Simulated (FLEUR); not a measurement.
# FeNi3 (Awaruite): parallel and opposed starts, part 3 of 3

Does FeNi3 (Awaruite) prefer parallel or opposed moments?

FLEUR MaX-R8.1; PBE; all-electron FLAPW, Dirac cores, scalar-relativistic bands.

So far. Step 3 (Run 2 (ferri ++--)): It lies level with the first start, and its largest moment is 2.95 μB against 2.95 μB. Step 4 (Start 3: no spin polarisation): It lies 266 meV a seeded atom over the first start.

**6. Spin–orbit coupling, moments along [001]**

Level of this step: PBE; all-electron FLAPW, Dirac cores, scalar-relativistic bands with spin-orbit coupling (FLEUR).

Spin–orbit coupling ties the spins to the lattice and lets orbital moments form.

A new self-consistent run of the start ferro ++++, with the moments along z.

Contents of inp.xml:

```
<?xml version="1.0" encoding="UTF-8" standalone="no"?>
<fleurInput fleurInputVersion="0.39">
   <comment>
      FeNi3
   </comment>
   <calculationSetup>
      <cutoffs Kmax="3.6" Gmax="10.8" GmaxXC="10.8" numbands="150"/>
      <scfLoop itmax="90" minDistance="0.00002" maxIterBroyd="15" imix="Anderson" alpha="0.05" precondParam="0.0" spinf="2.0" sdNocoIR="T"/>
      <coreElectrons ctail="T" frcor="F" kcrel="1" coretail_lmax="0"/>
      <xcFunctional name="pbe" relativisticCorrections="F"/>
      <magnetism jspins="2"/>
      <soc l_soc="T" theta="0.0" phi="0.0" spav="F"/>
      <expertModes spex="0" secvar="F"/>
      <geometryOptimization l_f="F" forcealpha="1.0" forcemix="BFGS" epsdisp="0.00001" epsforce="0.00001"/>
      <ldaU l_linMix="F" mixParam="0.05" spinf="1.0"/>
   </calculationSetup>
   <cell>
      <bzIntegration valenceElectrons="70.0" mode="hist" fermiSmearingEnergy="0.00183747">
         <kPointListSelection listName="default-1"/>
         <xi:include xmlns:xi="http://www.w3.org/2001/XInclude" href="kpts.xml"> </xi:include>
      </bzIntegration>
      <xi:include xmlns:xi="http://www.w3.org/2001/XInclude" href="sym.xml"> </xi:include>
      <bulkLattice scale="1.0">
         <bravaisMatrix>
            <row-1>    6.6990791117069994     0.0000000000000000     0.0000000000000000</row-1>
            <row-2>    0.0000000000000000     6.6990791117069994     0.0000000000000000</row-2>
            <row-3>    0.0000000000000000     0.0000000000000000     6.6990791117069994</row-3>
         </bravaisMatrix>
      </bulkLattice>
   </cell>
   <atomSpecies>
      <species name="Iron (Fe) 2.800" element="Fe" atomicNumber="26">
         <mtSphere radius="2.31" gridPoints="763" logIncrement="0.016"/>
         <atomicCutoffs lmax="8" lnonsphr="6"/>
         <electronConfig flipSpins="F">
            <coreConfig>(1s1/2) (2s1/2) (2p1/2) (2p3/2)</coreConfig>
            <valenceConfig>(3s1/2) (3p1/2) (3p3/2) (4s1/2) (3d3/2) (3d5/2)</valenceConfig>
            <stateOccupation state="(3d3/2)" spinUp="1.4" spinDown="1.0"/>
            <stateOccupation state="(3d5/2)" spinUp="3.0" spinDown="0.6"/>
         </electronConfig>
         <energyParameters s="4" p="4" d="3" f="4"/>
         <lo type="SCLO" l="0" n="3" eDeriv="0"/>
         <lo type="SCLO" l="1" n="3" eDeriv="0"/>
      </species>
      <species name="Nickel (Ni1.001" element="Ni" atomicNumber="28">
         <mtSphere radius="2.31" gridPoints="763" logIncrement="0.016"/>
         <atomicCutoffs lmax="8" lnonsphr="6"/>
         <electronConfig flipSpins="F">
            <coreConfig>(1s1/2) (2s1/2) (2p1/2) (2p3/2)</coreConfig>
            <valenceConfig>(3s1/2) (3p1/2) (3p3/2) (4s1/2) (3d3/2) (3d5/2)</valenceConfig>
            <stateOccupation state="(3d3/2)" spinUp="1.6" spinDown="1.6"/>
            <stateOccupation state="(3d5/2)" spinUp="2.9005" spinDown="1.8995"/>
         </electronConfig>
         <energyParameters s="4" p="4" d="3" f="4"/>
         <lo type="SCLO" l="0" n="3" eDeriv="0"/>
         <lo type="SCLO" l="1" n="3" eDeriv="0"/>
      </species>
   </atomSpecies>
   <atomGroups>
      <atomGroup species="Iron (Fe) 2.800">
         <relPos label="                   1">.0000000000 .0000000000 .0000000000</relPos>
         <force calculate="T" relaxXYZ="TTT"/>
      </atomGroup>
      <atomGroup species="Nickel (Ni1.001">
         <relPos label="                   2">.0000000000 1.000/2.000 1.000/2.000</relPos>
         <relPos label="                   3">1.000/2.000 .0000000000 1.000/2.000</relPos>
         <force calculate="T" relaxXYZ="TTT"/>
      </atomGroup>
      <atomGroup species="Nickel (Ni1.001">
         <relPos label="                   4">1.000/2.000 1.000/2.000 .0000000000</relPos>
         <force calculate="T" relaxXYZ="TTT"/>
      </atomGroup>
   </atomGroups>
   <output dos="F" band="F" slice="F">
      <bandDOS minEnergy="-.5*Htr" maxEnergy="0.5*Htr" sigma="0.015" storeEVData="T"/>
      <plotting iplot="0" polar="F">
         <plot TwoD="T" vec1="  1.0  0.0  0.0" vec2="  0.0  1.0  0.0" vec3="  0.0  0.0  1.0" zero="  0.0  0.0  0.0" file="plot"/>
      </plotting>
      <moessbauerParams electricFieldGradient="F" isomerShift="T" coreHyperfine="T" valenceHyperfine="T"/>
   </output>
</fleurInput>
```

Contents of crystal.txt:

```
FeNi3
&input film=F cartesian=F /
3.54500000000  0.00000000000  0.00000000000
0.00000000000  3.54500000000  0.00000000000
0.00000000000  0.00000000000  3.54500000000
1.8897261246
1.0 1.0 1.0

4
26 0.00000000000  0.00000000000  0.00000000000 : 2.800
28 0.00000000000  0.50000000000  0.50000000000 : 1.001
28 0.50000000000  0.00000000000  0.50000000000 : 1.001
28 0.50000000000  0.50000000000  0.00000000000 : 1.001

&soc 0.0000000 0.0000000 /
&kpt div1=8 div2=8 div3=8 gamma=T /
```

On the command line:

```bash
> OMP_NUM_THREADS=1 inpgen -f crystal.txt > inpgen.log  # inp.xml is then edited as shown
> OMP_NUM_THREADS=1 mpirun -n 4 fleur_MPI > fleur.log
```

Log:

```text
[banner, memory and clock lines left out]
Welcome to FLEUR        (www.flapw.de)
      MaX-Release 8.1          (www.max-centre.eu)

 ========== k-point set info ==========
 Selected k-point list: default-1
 k-point list type: mesh
 0 x 0 x 0
 Number of k points: 92

 [... set-up left out ...]
 Iteration:     1   Distance:      22.31815670 me/bohr^3
 Iteration:     2   Distance:      10.29837121 me/bohr^3
 Iteration:     3   Distance:       7.40482658 me/bohr^3
 Iteration:     4   Distance:       8.89488634 me/bohr^3
 Iteration:     5   Distance:       5.15096539 me/bohr^3
 Iteration:     6   Distance:       1.08422269 me/bohr^3
 Iteration:     7   Distance:       1.89875099 me/bohr^3
 Iteration:     8   Distance:       1.00324474 me/bohr^3
 Iteration:     9   Distance:       0.95869563 me/bohr^3
 Iteration:    10   Distance:       0.41513926 me/bohr^3
 Iteration:    11   Distance:       0.19608074 me/bohr^3
 Iteration:    12   Distance:       0.12880311 me/bohr^3
 Iteration:    13   Distance:       0.02891554 me/bohr^3
 Iteration:    14   Distance:       0.03167429 me/bohr^3
[... lines left out ...]
 Iteration:    19   Distance:       0.00299396 me/bohr^3
 Iteration:    20   Distance:       0.00218697 me/bohr^3
 Iteration:    21   Distance:       0.00060473 me/bohr^3
 Iteration:    22   Distance:       0.00026695 me/bohr^3
 Iteration:    23   Distance:       0.00014352 me/bohr^3
 Iteration:    24   Distance:       0.00002464 me/bohr^3
 Iteration:    25   Distance:       0.00000527 me/bohr^3

 ********************************************************************
 Run finished successfully
 Stop message:
   all done
 ********************************************************************

--- out.xml (last complete iteration) ---
<iteration numberForCurrentRun="   25" overallNumber="   25">
         [... left out ...]
         <bandgap value="0.0000000000" units="eV"/>
         <sumValenceSingleParticleEnergies value="-63.2753601575" units="Htr"/>
         <FermiEnergy value="0.3358801024" units="Htr"/>
         [... left out ...]
         <magneticMomentsInMTSpheres units="muBohr">
            <globalMagMoment atomType="1" vec="0.00000   0.00000   2.94892"/>
            <globalMagMoment atomType="2" vec="0.00000   0.00000   0.67353"/>
            <globalMagMoment atomType="3" vec="0.00000   0.00000   0.67346"/>
         </magneticMomentsInMTSpheres>
         <orbitalMomentsInMTSpheres units="muBohr">
            <globalMagMoment atomType="1" vec="0.00000   0.00000   0.05457"/>
            <globalMagMoment atomType="2" vec="0.00000   0.00000   0.03965"/>
            <globalMagMoment atomType="3" vec="0.00000   0.00000   0.04163"/>
         </orbitalMomentsInMTSpheres>
         [... left out ...]
         <totalEnergy value="    -5835.3140727116" units="Htr">
            <sumOfEigenvalues value="    -3352.9631506500">
               <coreElectrons value="-3289.6877904925"/>
               <valenceElectrons value="-63.2753601575"/>
            </sumOfEigenvalues>
         [... left out ...]
            <freeEnergy value="-5835.3150868951"/>
            <extrapolationTo0K value="-5835.3145798034"/>
         </totalEnergy>
         <densityConvergence units="me/bohr^3">
            <chargeDensity spin="1" distance="0.0000024182"/>
            <chargeDensity spin="2" distance="0.0000034888"/>
            <overallChargeDensity distance="0.0000052716"/>
            <spinDensity distance="0.0000028722"/>
         </densityConvergence>
      </iteration>
```

Elapsed: 7.8 min, on 4 MPI ranks of Arm Neoverse N1, shared host; peak memory 0.53 GiB; 31 min of CPU time.

Spin moment in the muffin-tin sphere by atom:

| atom | spin moment in the muffin-tin sphere (μB) |
| --- | --- |
| Fe1 | 2.95 |
| Ni2 | 0.67 |
| Ni3 | 0.67 |
| Ni4 | 0.67 |

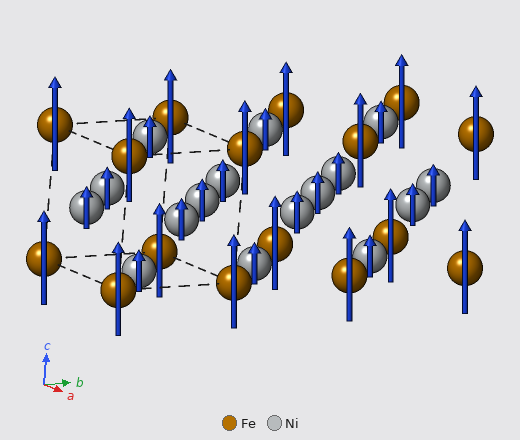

Spin moment in the muffin-tin sphere as arrows, the longest 2.95 μB. Up and down stand for the sign. Arrows give size and sign along the axis of quantisation, drawn up and down the page. Each arrow also spans its atom, so small moments look longer than they are. 1×3×1 cells are drawn. Some periodic images of atoms are drawn too.

This step gave:

- free energy: -158787.0127 eV
- program's band gap on this mesh (in a metal only a level spacing): 0 eV
- magnetization: 4.837 μB
- final state: ferromagnetic
- orbital moment along the spin: 0.05457 μB

Orbital moment in the sphere, along the spin axis by atom:

| atom | orbital moment in the sphere, along the spin axis (μB) |
| --- | --- |
| Fe1 | 0.0546 |
| Ni2 | 0.0396 |
| Ni3 | 0.0396 |
| Ni4 | 0.0416 |

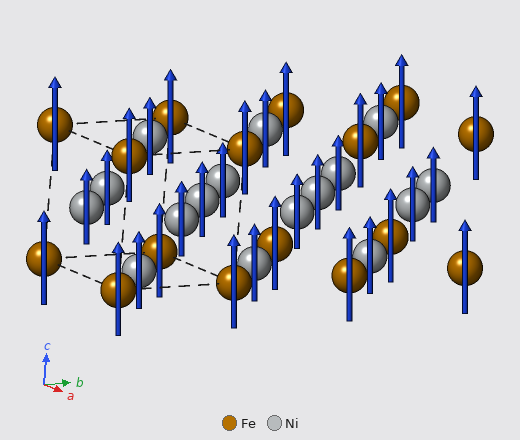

Orbital moment in the sphere, along the spin axis as arrows, the longest 0.0546 μB. Up and down stand for the sign. Arrows give size and sign along the axis of quantisation, drawn up and down the page. 1×3×1 cells are drawn. Some periodic images of atoms are drawn too.

Fields along z, the direction of positive moments; semicore shells count as valence. Hyperfine fields at the nuclei:

```csv
atom,core contact (T),valence contact (T),dipolar (T),orbital (T),sum (T),density at the nucleus (e/bohr³)
Fe1,-71.17,53.04,0.006563,2.9,-15.22,15154
Ni2,-22.86,5.645,0.1259,3.393,-13.7,19692
Ni3,-22.86,5.645,0.1259,3.393,-13.7,19692
Ni4,-22.86,5.642,-0.2672,3.624,-13.86,19692
```

**7. Summary of results**

```yaml
lowest_state_found: ferromagnetic (typed ferro ++++)
largest_site_spin_moment: 2.95 μB
next_finished_state: non-magnetic, 266 meV a seeded atom higher
energy_gained_by_spin_polarisation: 266 meV a seeded atom
hyperfine_field_at_fe1_along_its_moment: -15.2 T
orbital_moment_on_the_atom_of_largest_spin_along_its_spin_spin_orbit_run: 0.0546 μB
```

In words: The lowest state found is ferromagnetic, reached from the start ferro ++++, with moments up to 2.95 μB. 1 start left the typed pattern (a sign turned, or a seeded moment died or shrank under 0.15 μB), so such an energy belongs to the state reached, not the one typed. At Fe1 the core shells give -71.2 T and the valence and semicore s states 53.0 T along the moment, -6.15 T per μB together; orbital and dipolar parts add 2.9 T. Semilocal functionals tend to give too weak a core polarisation. The orbital moment is parallel to the spin. Only 3 starts were tried; other patterns of signs, canted and longer-period orders were not. With 4 seeded atoms in the first cell, sign patterns within that cell may remain untried.

[Logs and program files are shortened in this print: banners, set-up blocks, solver, clock and traceback lines can be left out without a mark of their own.]

[Logs are printed without paths, hosts, clocks, repeated set-up lines and the standing remarks that a program may print on its own settings, such as how far it seeks lower states.]

[Hosts, paths, dates, database ids (printed as entryN), source tags and the programs' standing remarks are cut or masked in the printed files.]

[Where a cell is said to come from a database of computed structures, the database is the Materials Project.]
